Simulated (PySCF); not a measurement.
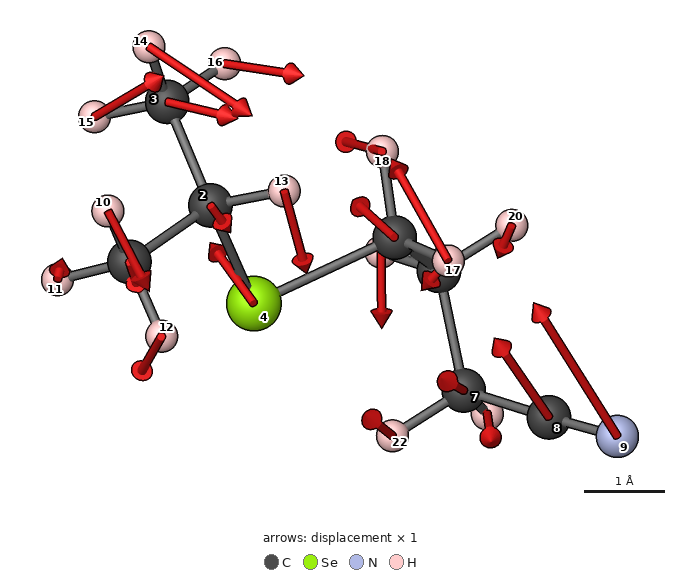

A relaxation of C7H13NSe. The starting structure is drawn; red arrows show the displacements, at their true length. The two geometries are superimposed by the best rigid fit.

Style: ball-and-stick. Shown from a free direction.

The start comes from GFN2-xTB.

The calculation used PySCF, PBE0-D3(BJ)/def2-SVP geometry optimisation, gas phase. 

> Describe the change and its energy.

The energy falls by 4.14 kcal/mol in 14 geometry steps. The largest force component goes from 1.3 to 0.022 eV/Å. The largest move after the best rigid fit is that of the N atom, 2.44 Å. Largest moves by element: N 2.44 Å, H 1.98 Å, C 1.69 Å, Se 1.27 Å. Some distances before and after: C–Se 1.984 → 1.958 Å, C–Se 1.997 → 1.978 Å, C–C 1.440 → 1.458 Å, C–N 1.143 → 1.158 Å. Bond angles that change, for instance: H–C–H 109.4° → 107.0°, C–C–C 111.9° → 114.3°, C–Se–C 97.0° → 99.3°. Groups turn about C–Se by about 95°.
